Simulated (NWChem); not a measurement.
**One shape, several levels: TaN2H4SCl (SMILES [NH2][Ta]([NH2])(=[S])[Cl])**

We compute a comparison of 3 runs (HF/def2-SVP, PBE0/def2-SVP, SVWN5/def2-SVP) of TaN2H4SCl. 

The calculation is run with NWChem 7.3.0.

## 1. Starting point

TaN2H4SCl: 9 atoms, total charge 0, spin state singlet. As SMILES, `[NH2][Ta]([NH2])(=[S])[Cl]`. The shape is that of a PBE0-D4/def2-TZVP optimisation. This is one conformer, not always the lowest.

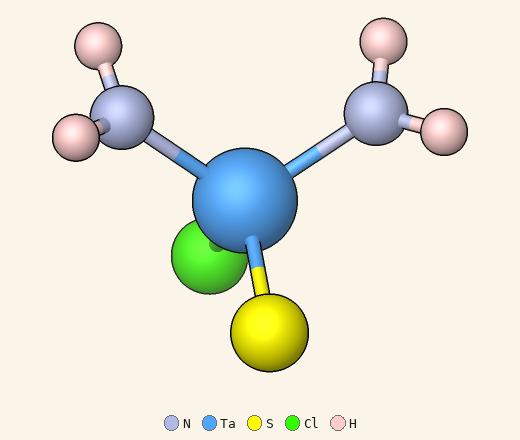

The structure, seen from a chosen angle (nitrogen light blue, tantalum blue, sulfur yellow, chlorine green, hydrogen pink).

## 2. Energy and gradient at HF/def2-SVP (core potential) (run 1)

The input, mol.nw:

```
start mol
memory 2200 mb
charge 0

geometry units angstrom noautosym nocenter noautoz
   N    -0.948900   -0.584000   -1.267800
   Ta    0.575000    0.090200   -0.233800
   N     0.075200    0.407000    1.636000
   S     2.107300   -1.428100   -0.256000
   Cl    1.275200    2.091700   -1.163800
   H    -1.849000   -0.127200   -1.326800
   H    -0.965100   -1.458300   -1.771900
   H    -0.699500    0.985200    1.932500
   H     0.518400   -0.022700    2.434600
end

basis spherical bse
   * library def2-SVP
end

ecp bse
   Ta library def2-SVP
end

scf
   thresh 1e-08
   maxiter 80
end

task scf gradient
```

On the command line:

```
$ nwchem mol.nw > mol.out
```

Standard output:

```text
[...]
  functions       =   116
[...]
  wavefunction    = RHF
[...]
         Total SCF energy =  -1024.486304478038
      One-electron energy =  -2062.425151340631
      Two-electron energy =    721.048482824382
 Nuclear repulsion energy =    316.890364038211
        Time for solution =     52.8s
[...]
                         RHF ENERGY GRADIENTS
    atom               coordinates                        gradient
                 x          y          z           x          y          z
   1 N      -1.793161  -1.103600  -2.395795    0.007313   0.002117   0.003551
   2 Ta      1.086592   0.170453  -0.441818   -0.002791   0.012279  -0.003257
   3 N       0.142107   0.769118   3.091592    0.003422  -0.001656  -0.007484
   4 S       3.982220  -2.698718  -0.483770   -0.001096   0.000830   0.000107
   5 Cl      2.409779   3.952740  -2.199263   -0.003208  -0.012355   0.005349
   6 H      -3.494103  -0.240373  -2.507288   -0.003809   0.002873   0.000640
   7 H      -1.823775  -2.755787  -3.348405    0.001253  -0.004202  -0.001893
   8 H      -1.321863   1.861758   3.651895   -0.003985   0.002736   0.000206
   9 H       0.979634  -0.042897   4.600727    0.002900  -0.002621   0.002782
[...]
```

Run time: 68 s. Hardware: 1 thread of AMD EPYC 7R43 (Zen 3), shared host; peak memory 0.11 GiB.

## 3. Energy and gradient at PBE0/def2-SVP (core potential) (run 2)

The input, clh4n2sta.nw:

```
start clh4n2sta
title "ClH4N2STa"
memory 2200 mb

geometry noautosym nocenter noautoz
  N     -0.948900    -0.584000    -1.267800
  Ta     0.575000     0.090200    -0.233800
  N      0.075200     0.407000     1.636000
  S      2.107300    -1.428100    -0.256000
  Cl     1.275200     2.091700    -1.163800
  H     -1.849000    -0.127200    -1.326800
  H     -0.965100    -1.458300    -1.771900
  H     -0.699500     0.985200     1.932500
  H      0.518400    -0.022700     2.434600
end

basis spherical bse
  * library def2-SVP
end

ecp bse
  Ta library def2-SVP
end

dft
  xc pbe0
  grid fine
  convergence energy 1e-08
  maxiter 100
  mulliken
end

task dft gradient
```

On the command line:

```
$ nwchem clh4n2sta.nw > clh4n2sta.out
```

Standard output:

```text
[...]
          Wavefunction type:  closed shell.
          No. of atoms     :     9
          No. of electrons :    64
[...]
          Charge           :     0
          Spin multiplicity:     1
[...]
          AO basis - number of functions:   116
[...]
              XC Information
              --------------
                         PBE0 Method XC Functional
                     Hartree-Fock (Exact) Exchange  0.250
          PerdewBurkeErnzerhof Exchange Functional  0.750
            Perdew 1991 LDA Correlation Functional  1.000 local
           PerdewBurkeErnz. Correlation Functional  1.000 non-local
[...]
 d= 0,ls=0.0,diis     1  -1026.4763837121 -1.34D+03  3.42D-02  1.85D+00     5.0
[...]
 d= 0,ls=0.0,diis    12  -1026.7507614974 -1.67D-09  4.61D-07  2.07D-09    46.9
         Total DFT energy =    -1026.750761497401
      One electron energy =    -2063.724000213406
           Coulomb energy =      795.671154642551
    Exchange-Corr. energy =      -75.588279964758
 Nuclear repulsion energy =      316.890364038211
[...]
      Total Density - Mulliken Population Analysis
     ---------------------------------------------
    Atom       Charge   Shell Charges
 -----------   ------   -------------------------------------------------------
    1 N    7     7.45   1.99  0.97  0.51  2.43  1.54  0.01
    2 Ta  13    12.25   0.04 -0.33  1.86  0.46  0.50 -0.01  5.55  0.55  0.33  2.63  0.55  0.14
    3 N    7     7.45   1.99  0.97  0.51  2.43  1.54  0.01
    4 S   16    16.26   2.00  1.99  1.25  0.68  5.93  1.78  2.60  0.03
    5 Cl  17    17.27   2.00  1.99  1.26  0.71  5.93  2.14  3.23  0.01
    6 H    1     0.84   0.70  0.09  0.05
    7 H    1     0.82   0.70  0.08  0.05
    8 H    1     0.84   0.70  0.09  0.05
    9 H    1     0.82   0.70  0.08  0.05
[...]
  wavefunction    = closed shell
                         DFT ENERGY GRADIENTS
    atom               coordinates                        gradient
                 x          y          z           x          y          z
   1 N      -1.793161  -1.103600  -2.395795   -0.005734  -0.001940  -0.003656
   2 Ta      1.086592   0.170453  -0.441818    0.002438   0.000364  -0.001031
   3 N       0.142107   0.769118   3.091592   -0.002126   0.001545   0.006573
   4 S       3.982220  -2.698718  -0.483770   -0.001998   0.002356  -0.000096
   5 Cl      2.409779   3.952740  -2.199263   -0.001637  -0.004247   0.002028
   6 H      -3.494103  -0.240373  -2.507288    0.005857  -0.002729   0.000548
   7 H      -1.823775  -2.755787  -3.348405    0.000871   0.005808   0.003745
   8 H      -1.321863   1.861758   3.651895    0.004882  -0.003640  -0.002152
   9 H       0.979634  -0.042897   4.600727   -0.002553   0.002481  -0.005959
[...]
```

Run time: 64 s. Hardware: 1 thread of AMD EPYC 7R43 (Zen 3), shared host; peak memory 0.14 GiB.

## 4. Energy and forces at SVWN5/def2-SVP (core potential) (run 3)

The input, calc.nw:

```
start calc
memory total 2200 mb

geometry units angstroms noautosym nocenter noautoz
  N    -0.948900   -0.584000   -1.267800
  Ta    0.575000    0.090200   -0.233800
  N     0.075200    0.407000    1.636000
  S     2.107300   -1.428100   -0.256000
  Cl    1.275200    2.091700   -1.163800
  H    -1.849000   -0.127200   -1.326800
  H    -0.965100   -1.458300   -1.771900
  H    -0.699500    0.985200    1.932500
  H     0.518400   -0.022700    2.434600
end

basis spherical bse
  * library def2-SVP
end

ecp bse
  Ta library def2-SVP
end

dft
  xc slater vwn_5
  grid fine
  convergence energy 1e-08
  iterations 100
  mulliken
end

task dft gradient
```

On the command line:

```
$ nwchem calc.nw > calc.out
```

Standard output:

```text
[...]
          Wavefunction type:  closed shell.
          No. of atoms     :     9
          No. of electrons :    64
[...]
          Charge           :     0
          Spin multiplicity:     1
[...]
          AO basis - number of functions:   116
[...]
              XC Information
              --------------
                        Slater Exchange Functional  1.000 local
                      VWN V Correlation Functional  1.000 local
[...]
 d= 0,ls=0.0,diis     1  -1023.0137449309 -1.34D+03  4.40D-02  2.38D+00     3.9
[...]
 d= 0,ls=0.0,diis    14  -1023.3330671560 -2.01D-09  1.30D-07  4.22D-10    35.8
         Total DFT energy =    -1023.333067155990
      One electron energy =    -2063.699309882620
           Coulomb energy =      795.569796266834
    Exchange-Corr. energy =      -72.093917578415
 Nuclear repulsion energy =      316.890364038211
[...]
      Total Density - Mulliken Population Analysis
     ---------------------------------------------
    Atom       Charge   Shell Charges
 -----------   ------   -------------------------------------------------------
    1 N    7     7.40   1.98  0.97  0.50  2.46  1.47  0.01
    2 Ta  13    12.58   0.04 -0.33  1.86  0.46  0.55  0.00  5.49  0.60  0.39  2.76  0.65  0.12
    3 N    7     7.40   1.98  0.97  0.50  2.46  1.47  0.01
    4 S   16    16.17   2.00  1.98  1.29  0.63  5.92  1.82  2.51  0.03
    5 Cl  17    17.19   2.00  1.98  1.29  0.67  5.92  2.16  3.15  0.01
    6 H    1     0.83   0.68  0.10  0.04
    7 H    1     0.81   0.68  0.09  0.04
    8 H    1     0.83   0.68  0.10  0.04
    9 H    1     0.81   0.68  0.09  0.04
[...]
  wavefunction    = closed shell
                         DFT ENERGY GRADIENTS
    atom               coordinates                        gradient
                 x          y          z           x          y          z
   1 N      -1.793161  -1.103600  -2.395795   -0.015643  -0.005808  -0.009772
   2 Ta      1.086592   0.170453  -0.441818    0.006047  -0.006576   0.000066
   3 N       0.142107   0.769118   3.091592   -0.005821   0.003691   0.018075
   4 S       3.982220  -2.698718  -0.483770   -0.002771   0.003276  -0.000138
   5 Cl      2.409779   3.952740  -2.199263   -0.000141   0.001315  -0.000398
   6 H      -3.494103  -0.240373  -2.507288    0.013492  -0.007546   0.000563
   7 H      -1.823775  -2.755787  -3.348405    0.000118   0.013889   0.008090
   8 H      -1.321863   1.861758   3.651895    0.011911  -0.009042  -0.003852
   9 H       0.979634  -0.042897   4.600727   -0.007191   0.006801  -0.012635
[...]
```

Run time: 55 s. Hardware: 1 thread of AMD EPYC 7R43 (Zen 3), shared host; peak memory 0.13 GiB.

## 5. Overview of the runs

| run | level | iteration cap | module | energy (Eh) | dipole moment (D) | HOMO energy (eV) | LUMO energy (eV) | wall time |
| --- | --- | --- | --- | --- | --- | --- | --- | --- |
| 1 | HF/def2-SVP (core potential) | 80 | scf | -1024.486304 | 5.07 | -9.99 | 2.01 | 68 s |
| 2 | PBE0/def2-SVP (core potential) | 100 | dft | -1026.750761 | 4.76 | -7.49 | -1.38 | 64 s |
| 3 | SVWN5/def2-SVP (core potential) | 100 | dft | -1023.333067 | 4.61 | -6.40 | -2.23 | 55 s |

## 6. Summary of results

| quantity | value |
| --- | --- |
| run 3: total energy | -1023.33307 Eh |
| run 3: dipole moment | 4.61 D |
| run 3: HOMO energy | -6.40 eV |
| run 3: LUMO energy | -2.23 eV |
| run 3: HOMO–LUMO gap | 4.17 eV |
| run 3: largest force on an atom | 0.995 eV/Å |

In words: The dipole moment (its size) runs from 4.61 D (SVWN5/def2-SVP) to 5.07 D (HF/def2-SVP). The HOMO–LUMO gap runs from 4.17 eV (SVWN5/def2-SVP) to 12.00 eV (HF/def2-SVP). Exact exchange widens orbital gaps. Totals of different functionals can't be ranked against each other. All runs together took 3.1 min, the longest 68 s.
